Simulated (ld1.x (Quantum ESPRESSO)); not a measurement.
Pseudopotential generation, with input and output: F

System: fluorine (F, Z = 9), core [He], reference valence 2s1 2p6, valence charge 7.
Method: TM potential, PBE, non-relativistic, made with ld1.x (Quantum ESPRESSO) 7.5.

## Key numbers

- outcome: generated
- cutoffs needed: 160 Ry and 260 Ry (the cutoffs, on a coarse ladder, from which the occupation-weighted sum of valence levels, in a spherical-Bessel basis at the reference potential, stays within 10 and 1 mRy of its value at 400 Ry); ghost states and empty shells don't enter this sum
- ghost test: no ghost state below the valence levels in the s, d, p, f channels (spherical-Bessel basis up to 400 Ry, 20 bohr box)
- largest excitation error: +616 meV (all-electron minus pseudo) for 2s2 2p1, out of 7 test configurations
- range over which the phases arctan(r u′/u) at the test radius agree within 0.05 rad (a looser test near the poles than one of phase shifts): s: over the whole range computed; p: over the whole range computed; d: over the whole range computed
- hardware: 1 CPU thread, shared host
- wall time: 0.66 s

## Notes

An excitation error of 616 meV in its own tests makes this a poorly transferable potential.

## Input
```
 &input
   title='F', zed=9., rel=0, dft='PBE', iswitch=3,
   config='[He] 2s1 2p6 3d-2',
   nld=3, rlderiv=1.05, eminld=-4.0, emaxld=5.0, deld=0.02
 /
 &inputp
   pseudotype=2, tm=.true., lloc=1,
   nlcc=.true., rcore=0.60,
   file_pseudopw='F.UPF', file_wfcaegen='ae.wfc', file_wfcncgen='nc.wfc', file_beta='beta', file_chi='chi'
 /
3
2S  1  0   1.00   0.00  0.60  0.60  0.0
3D  3  2  -2.00   3.34  0.95  0.95  0.0
2P  2  1   6.00   0.00  0.95  0.95  0.0
 &test
   configts(1)='2s1 2p6'
 /
```

## Input of the test run
```
 &input
   title='F', zed=9., rel=0, dft='PBE', iswitch=2,
   config='[He] 2s1 2p6 3d-2'
 /
 &test
   file_pseudo='F.UPF', nconf=8,
   configts(1)='2s1 2p6',
   configts(2)='2s2 2p5',
   configts(3)='2s2 2p4',
   configts(4)='2s2 2p3',
   configts(5)='2s2 2p1',
   configts(6)='2s2 2p5.3',
   configts(7)='2s1 2p5',
   configts(8)='2s2 2p2'
 /
```

Command:
```bash
ld1.x < F.in > F.out
```

## The program's output
```
     Program LD1 v.7.5
     --------------------------- All-electron run ----------------------------

     F

     atomic number is  9.00
     dft =PBE   lsd =0 sic =0 latt =0  beta=0.20 tr2=1.0E-14
     Exchange-correlation= PBE
                           (   1   4   3   4   0   0   0)
     mesh =1105 r(mesh) =  99.76081 a.u. xmin = -7.00 dx = 0.01250
     1 Ry =  13.60569312 eV

     n l     nl                  e(Ry)          e(Ha)          e(eV)
     1 0     1S 1( 2.00)       -48.7483       -24.3741      -663.2539
     2 0     2S 1( 1.00)        -2.2265        -1.1133       -30.2933
     2 1     2P 1( 6.00)        -0.8485        -0.4243       -11.5446

     final scf error:  8.6E-15 reached in  30 iterations

     Etot =    -197.925981 Ry,     -98.962990 Ha,   -2692.920158 eV

     Ekin =     197.416953 Ry,      98.708477 Ha,    2685.994481 eV
     Encl =    -474.000874 Ry,    -237.000437 Ha,   -6449.110427 eV
     Eh   =      98.909334 Ry,      49.454667 Ha,    1345.730042 eV
     Exc  =     -20.251394 Ry,     -10.125697 Ha,    -275.534254 eV

     normalization and overlap integrals

     s(1S/1S) =  1.000000  <r> =   0.1765  <r2> =    0.0420  r(max) =   0.1139
     s(2S/2S) =  1.000000  <r> =   1.0038  <r2> =    1.2281  r(max) =   0.7617
     s(2P/2P) =  1.000000  <r> =   1.1002  <r2> =    1.6191  r(max) =   0.7066

     ------------------------ End of All-electron run ------------------------

     --------------------- Generating NC pseudopotential ---------------------

      Generating local pot.: lloc=1, matching radius rcloc =   0.9500

      Computing core charge for nlcc:

       r > 0.60 : true rho core
       r < 0.60 : rho core = a sin(br)/r    a=   0.40  b=   4.68

      Integrated core pseudo-charge :   0.06

      Wfc   2S  rcut= 0.593  Using Troullier-Martins method

      Wfc   3D  rcut= 0.954  Using Troullier-Martins method

     ------------------- End of pseudopotential generation -------------------

     --------------------------- All-electron run ----------------------------

     F

     atomic number is  9.00
     dft =PBE   lsd =0 sic =0 latt =0  beta=0.20 tr2=1.0E-14
     Exchange-correlation= PBE
                           (   1   4   3   4   0   0   0)
     mesh =1105 r(mesh) =  99.76081 a.u. xmin = -7.00 dx = 0.01250
     1 Ry =  13.60569312 eV

     n l     nl                  e(Ry)          e(Ha)          e(eV)
     1 0     1S 1( 2.00)       -48.7483       -24.3741      -663.2539
     2 0     2S 1( 1.00)        -2.2265        -1.1133       -30.2933
     2 1     2P 1( 6.00)        -0.8485        -0.4243       -11.5446

     final scf error:  8.6E-15 reached in  30 iterations

     Etot =    -197.925981 Ry,     -98.962990 Ha,   -2692.920158 eV

     Ekin =     197.416953 Ry,      98.708477 Ha,    2685.994481 eV
     Encl =    -474.000874 Ry,    -237.000437 Ha,   -6449.110427 eV
     Eh   =      98.909334 Ry,      49.454667 Ha,    1345.730042 eV
     Exc  =     -20.251394 Ry,     -10.125697 Ha,    -275.534254 eV

     normalization and overlap integrals

     s(1S/1S) =  1.000000  <r> =   0.1765  <r2> =    0.0420  r(max) =   0.1139
     s(2S/2S) =  1.000000  <r> =   1.0038  <r2> =    1.2281  r(max) =   0.7617
     s(2P/2P) =  1.000000  <r> =   1.1002  <r2> =    1.6191  r(max) =   0.7066

     ------------------------ End of All-electron run ------------------------

     Computing logarithmic derivative in   1.04765
     Computing logarithmic derivative in   1.04765
     Computing the partial wave expansion
     R is outside the sphere for l=    0 j= 0.00
       no projector for channel:   1
     R is outside the sphere for l=    2 j= 0.00

     ---------------------- Testing the pseudopotential ----------------------

     F

     atomic number is  9.00   valence charge is  7.00
     dft =PBE   lsd =0 sic =0 latt =0  beta=0.20 tr2=1.0E-14
     mesh =1105 r(mesh) =  99.76081 xmin = -7.00 dx = 0.01250

     n l     nl             e AE (Ry)        e PS (Ry)    De AE-PS (Ry)
     1 0     2S   1( 1.00)       -2.22651       -2.22651       -0.00000
     2 1     2P   1( 6.00)       -0.84851       -0.84851       -0.00000

     eps = 6.3E-15  iter = 20

     Etot =    -197.925981 Ry,     -98.962990 Ha,   -2692.920158 eV
     Etotps =   -46.807035 Ry,     -23.403517 Ha,    -636.842154 eV

     Ekin =      40.011272 Ry,      20.005636 Ha,     544.381092 eV
     Encl =    -122.057744 Ry,     -61.028872 Ha,   -1660.680208 eV
     Ehrt =      42.029898 Ry,      21.014949 Ha,     571.845895 eV
     Ecxc =      -9.084055 Ry,      -4.542028 Ha,    -123.594871 eV
     (Ecc =      -0.048017 Ry,      -0.024008 Ha,      -0.653304 eV)
     Epseu=       2.293594 Ry,       1.146797 Ha,      31.205938 eV

     ---------------------- End of pseudopotential test ----------------------
```

## Output of the test run (extracts)
```
     ---------------------- Testing the pseudopotential ----------------------

     F

     atomic number is  9.00   valence charge is  7.00
     dft =PBE   lsd =0 sic =0 latt =0  beta=0.20 tr2=1.0E-14
     mesh =1105 r(mesh) =  99.76081 xmin = -7.00 dx = 0.01250

     n l     nl             e AE (Ry)        e PS (Ry)    De AE-PS (Ry)
     1 0     2S   1( 1.00)       -2.22651       -2.22651       -0.00000
     2 1     2P   1( 6.00)       -0.84851       -0.84851       -0.00000

     eps = 6.1E-15  iter = 20

     Etot =    -197.925981 Ry,     -98.962990 Ha,   -2692.920157 eV
     Etotps =   -46.807035 Ry,     -23.403517 Ha,    -636.842154 eV

     Ekin =      40.011272 Ry,      20.005636 Ha,     544.381092 eV
     Encl =    -122.057744 Ry,     -61.028872 Ha,   -1660.680208 eV
     Ehrt =      42.029898 Ry,      21.014949 Ha,     571.845895 eV
     Ecxc =      -9.084055 Ry,      -4.542028 Ha,    -123.594871 eV
     (Ecc =      -0.048017 Ry,      -0.024008 Ha,      -0.653304 eV)
     Epseu=       2.293594 Ry,       1.146797 Ha,      31.205938 eV

     ---------------------- End of pseudopotential test ----------------------

     ---------------------- Testing the pseudopotential ----------------------

     F

     atomic number is  9.00   valence charge is  7.00
     dft =PBE   lsd =0 sic =0 latt =0  beta=0.20 tr2=1.0E-14
     mesh =1105 r(mesh) =  99.76081 xmin = -7.00 dx = 0.01250

     n l     nl             e AE (Ry)        e PS (Ry)    De AE-PS (Ry)
     1 0     2S   1( 2.00)       -2.19171       -2.19302        0.00130
     2 1     2P   1( 5.00)       -0.81742       -0.81675       -0.00067

     eps = 2.1E-15  iter = 14

     Etot =    -199.302160 Ry,     -99.651080 Ha,   -2711.644031 eV
     Etotps =   -48.184171 Ry,     -24.092085 Ha,    -655.579037 eV
     dEtot_ae =      -1.376179 Ry
     dEtot_ps =      -1.377136 Ry,   Delta E=       0.000956 Ry

     Ekin =      35.692529 Ry,      17.846265 Ha,     485.621600 eV
     Encl =    -121.610315 Ry,     -60.805157 Ha,   -1654.592625 eV
     Ehrt =      42.271183 Ry,      21.135592 Ha,     575.128748 eV
     Ecxc =      -9.126665 Ry,      -4.563332 Ha,    -124.174603 eV
     (Ecc =      -0.048017 Ry,      -0.024008 Ha,      -0.653304 eV)
     Epseu=       4.589097 Ry,       2.294548 Ha,      62.437843 eV

     ---------------------- End of pseudopotential test ----------------------

     ---------------------- Testing the pseudopotential ----------------------

     F

     atomic number is  9.00   valence charge is  7.00
     dft =PBE   lsd =0 sic =0 latt =0  beta=0.20 tr2=1.0E-14
     mesh =1105 r(mesh) =  99.76081 xmin = -7.00 dx = 0.01250

     n l     nl             e AE (Ry)        e PS (Ry)    De AE-PS (Ry)
     1 0     2S   1( 2.00)       -3.47653       -3.47874        0.00220
     2 1     2P   1( 4.00)       -2.08137       -2.07996       -0.00141

     eps = 7.5E-15  iter = 18

     Etot =    -197.876168 Ry,     -98.938084 Ha,   -2692.242422 eV
     Etotps =   -46.759126 Ry,     -23.379563 Ha,    -636.190325 eV
     dEtot_ae =       0.049813 Ry
     dEtot_ps =       0.047909 Ry,   Delta E=       0.001904 Ry

     Ekin =      33.391769 Ry,      16.695885 Ha,     454.318167 eV
     Encl =    -110.763095 Ry,     -55.381547 Ha,   -1507.008676 eV
     Ehrt =      33.726397 Ry,      16.863199 Ha,     458.871008 eV
     Ecxc =      -8.098473 Ry,      -4.049236 Ha,    -110.185333 eV
     (Ecc =      -0.048017 Ry,      -0.024008 Ha,      -0.653304 eV)
     Epseu=       4.984274 Ry,       2.492137 Ha,      67.814508 eV

     ---------------------- End of pseudopotential test ----------------------

     ---------------------- Testing the pseudopotential ----------------------

     F

     atomic number is  9.00   valence charge is  7.00
     dft =PBE   lsd =0 sic =0 latt =0  beta=0.20 tr2=1.0E-14
     mesh =1105 r(mesh) =  99.76081 xmin = -7.00 dx = 0.01250

     n l     nl             e AE (Ry)        e PS (Ry)    De AE-PS (Ry)
     1 0     2S   1( 2.00)       -4.99000       -4.99280        0.00280
     2 1     2P   1( 3.00)       -3.60211       -3.59711       -0.00500  !

     eps = 6.0E-15  iter = 21

     Etot =    -195.054202 Ry,     -97.527101 Ha,   -2653.847612 eV
     Etotps =   -43.939943 Ry,     -21.969972 Ha,    -597.833385 eV
     dEtot_ae =       2.871779 Ry
     dEtot_ps =       2.867092 Ry,   Delta E=       0.004687 Ry

     Ekin =      29.420909 Ry,      14.710454 Ha,     400.291854 eV
     Encl =     -97.071141 Ry,     -48.535570 Ha,   -1320.720153 eV
     Ehrt =      25.029522 Ry,      12.514761 Ha,     340.543991 eV
     Ecxc =      -6.841734 Ry,      -3.420867 Ha,     -93.086529 eV
     (Ecc =      -0.048017 Ry,      -0.024008 Ha,      -0.653304 eV)
     Epseu=       5.522501 Ry,       2.761250 Ha,      75.137453 eV

     ---------------------- End of pseudopotential test ----------------------

     ---------------------- Testing the pseudopotential ----------------------

     F

     atomic number is  9.00   valence charge is  7.00
     dft =PBE   lsd =0 sic =0 latt =0  beta=0.20 tr2=1.0E-14
     mesh =1105 r(mesh) =  99.76081 xmin = -7.00 dx = 0.01250

     n l     nl             e AE (Ry)        e PS (Ry)    De AE-PS (Ry)
     1 0     2S   1( 2.00)       -8.56755       -8.55665       -0.01090  !
     2 1     2P   1( 1.00)       -7.29651       -7.24792       -0.04859  !

     eps = 6.5E-15  iter = 19

     Etot =    -184.290989 Ry,     -92.145495 Ha,   -2507.406643 eV
     Etotps =   -33.217296 Ry,     -16.608648 Ha,    -451.944337 eV
     dEtot_ae =      13.634992 Ry
     dEtot_ps =      13.589739 Ry,   Delta E=       0.045253 Ry

     Ekin =      16.014557 Ry,       8.007279 Ha,     217.889151 eV
     Encl =     -62.119716 Ry,     -31.059858 Ha,    -845.181794 eV
     Ehrt =       9.861474 Ry,       4.930737 Ha,     134.172188 eV
     Ecxc =      -3.916837 Ry,      -1.958419 Ha,     -53.291284 eV
     (Ecc =      -0.048017 Ry,      -0.024008 Ha,      -0.653304 eV)
     Epseu=       6.943226 Ry,       3.471613 Ha,      94.467402 eV

     ---------------------- End of pseudopotential test ----------------------

     ---------------------- Testing the pseudopotential ----------------------

     F

     atomic number is  9.00   valence charge is  7.00
     dft =PBE   lsd =0 sic =0 latt =0  beta=0.20 tr2=1.0E-14
     mesh =1105 r(mesh) =  99.76081 xmin = -7.00 dx = 0.01250

     n l     nl             e AE (Ry)        e PS (Ry)    De AE-PS (Ry)
     1 0     2S   1( 2.00)       -1.86143       -1.86264        0.00120
     2 1     2P   1( 5.30)       -0.49741       -0.49687       -0.00054

     eps = 7.6E-15  iter = 17

     Etot =    -199.498611 Ry,     -99.749305 Ha,   -2714.316878 eV
     Etotps =   -48.380439 Ry,     -24.190220 Ha,    -658.249407 eV
     dEtot_ae =      -1.572630 Ry
     dEtot_ps =      -1.573404 Ry,   Delta E=       0.000774 Ry

     Ekin =      36.078647 Ry,      18.039323 Ha,     490.874993 eV
     Encl =    -124.241305 Ry,     -62.120653 Ha,   -1690.389075 eV
     Ehrt =      44.654714 Ry,      22.327357 Ha,     607.558336 eV
     Ecxc =      -9.376674 Ry,      -4.688337 Ha,    -127.576147 eV
     (Ecc =      -0.048017 Ry,      -0.024008 Ha,      -0.653304 eV)
     Epseu=       4.504180 Ry,       2.252090 Ha,      61.282487 eV

     ---------------------- End of pseudopotential test ----------------------

     ---------------------- Testing the pseudopotential ----------------------

     F

     atomic number is  9.00   valence charge is  7.00
     dft =PBE   lsd =0 sic =0 latt =0  beta=0.20 tr2=1.0E-14
     mesh =1105 r(mesh) =  99.76081 xmin = -7.00 dx = 0.01250

     n l     nl             e AE (Ry)        e PS (Ry)    De AE-PS (Ry)
     1 0     2S   1( 1.00)       -3.48851       -3.49013        0.00161
     2 1     2P   1( 5.00)       -2.08991       -2.09057        0.00066

     eps = 5.9E-15  iter = 22

     Etot =    -196.479257 Ry,     -98.239628 Ha,   -2673.236473 eV
     Etotps =   -45.359983 Ry,     -22.679992 Ha,    -617.154014 eV
     dEtot_ae =       1.446724 Ry
     dEtot_ps =       1.447052 Ry,   Delta E=      -0.000327 Ry

     Ekin =      38.154964 Ry,      19.077482 Ha,     519.124736 eV
     Encl =    -111.561806 Ry,     -55.780903 Ha,   -1517.875693 eV
     Ehrt =      33.653230 Ry,      16.826615 Ha,     457.875526 eV
     Ecxc =      -8.085691 Ry,      -4.042845 Ha,    -110.011428 eV
     (Ecc =      -0.048017 Ry,      -0.024008 Ha,      -0.653304 eV)
     Epseu=       2.479318 Ry,       1.239659 Ha,      33.732844 eV

     ---------------------- End of pseudopotential test ----------------------

     ---------------------- Testing the pseudopotential ----------------------

     F

     atomic number is  9.00   valence charge is  7.00
     dft =PBE   lsd =0 sic =0 latt =0  beta=0.20 tr2=1.0E-14
     mesh =1105 r(mesh) =  99.76081 xmin = -7.00 dx = 0.01250

     n l     nl             e AE (Ry)        e PS (Ry)    De AE-PS (Ry)
     1 0     2S   1( 2.00)       -6.69508       -6.69530        0.00022
     2 1     2P   1( 2.00)       -5.34772       -5.33059       -0.01713  !

     eps = 3.4E-15  iter = 15

     Etot =    -190.597057 Ry,     -95.298528 Ha,   -2593.205067 eV
     Etotps =   -39.492801 Ry,     -19.746401 Ha,    -537.326934 eV
     dEtot_ae =       7.328924 Ry
     dEtot_ps =       7.314234 Ry,   Delta E=       0.014690 Ry

     Ekin =      23.654800 Ry,      11.827400 Ha,     321.839955 eV
     Encl =     -80.790566 Ry,     -40.395283 Ha,   -1099.211654 eV
     Ehrt =      16.886834 Ry,       8.443417 Ha,     229.757086 eV
     Ecxc =      -5.425372 Ry,      -2.712686 Ha,     -73.815942 eV
     (Ecc =      -0.048017 Ry,      -0.024008 Ha,      -0.653304 eV)
     Epseu=       6.181502 Ry,       3.090751 Ha,      84.103621 eV

     ---------------------- End of pseudopotential test ----------------------
```

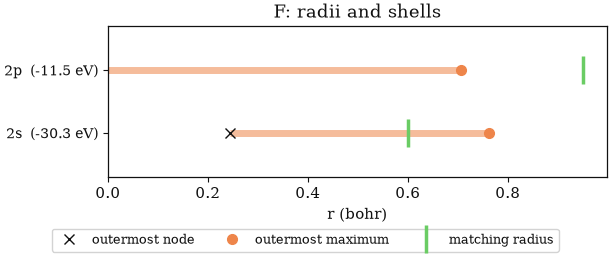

Figure 1. Outer shells of the all-electron reference atom: each bar runs from the outermost node (or the nucleus) to the outermost maximum of u(r); the tick is the radius chosen for the pseudo-wave. Shells without a tick have no pseudo-wave of their own. Levels, nodes and maxima are from ld1.x, non-relativistic.

- Radii against the shells: 2s: 0.60 bohr, between node and maximum; 2p: 0.95 bohr, outside the maximum.

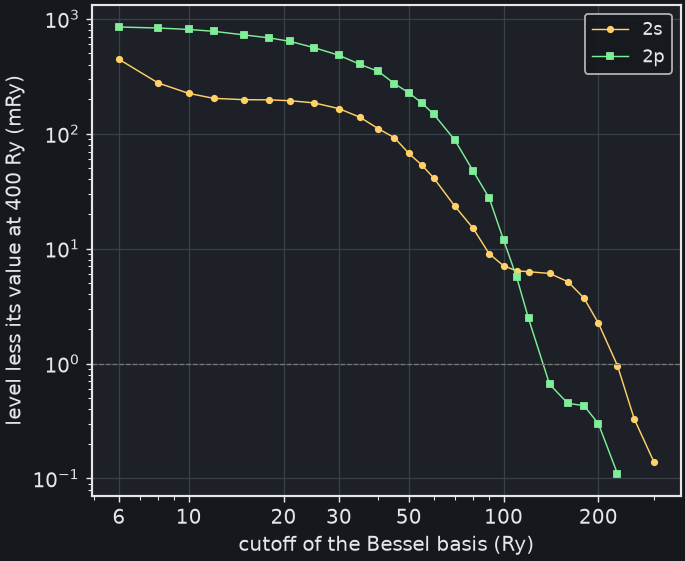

Figure 2. The pseudo-atom Hamiltonian at the reference potential is diagonalised in spherical Bessel functions (20 bohr box) up to the cutoff. Curves: distance of each valence level from its value at 400 Ry.

- Hardest occupied shell: 2s: its level needs 230 Ry to come within 1 mRy, against 140 Ry for 2p.
- Cutoffs from which each level stays within 1 mRy: 2s: 230 Ry; 2p: 140 Ry.
- Cutoffs for 10 and 1 mRy in the occupation-weighted sum of levels: 160 Ry and 260 Ry, on the ladder of cutoffs that was run.

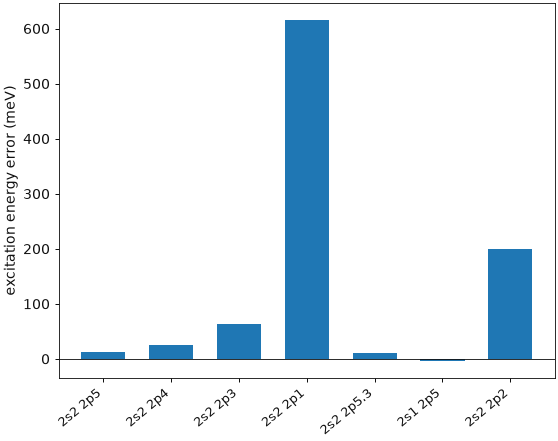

Figure 3. Errors, all-electron minus pseudo, of the energies of valence configurations relative to the unpolarised reference 2s1 2p6.

- Worst configuration: 2s2 2p1 (charge +4): the error is +616 meV on an all-electron energy of +185.51 eV relative to the reference, or 0.33 %.
- Errors in meV: 2s2 2p5: +13; 2s2 2p4: +26; 2s2 2p3: +64; 2s2 2p1: +616; 2s2 2p5.3: +11; 2s1 2p5: -4.4; 2s2 2p2: +200.
- Configurations within 10 meV and within 50 meV: 1 and 4 of 7.

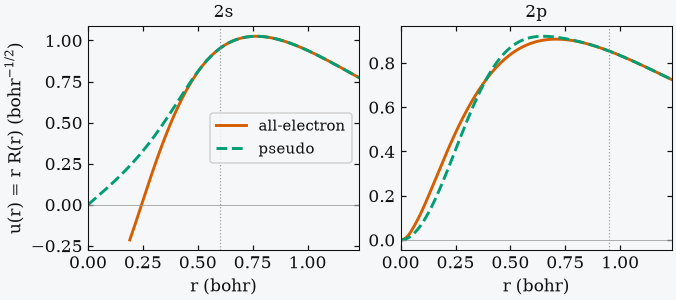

Figure 4. Pseudo-waves (dashed) against the all-electron radial functions (solid). Dotted lines mark the matching radii. The innermost oscillations of some all-electron curves aren't drawn. Pseudo-waves: 2s has no node; 2p has no node.
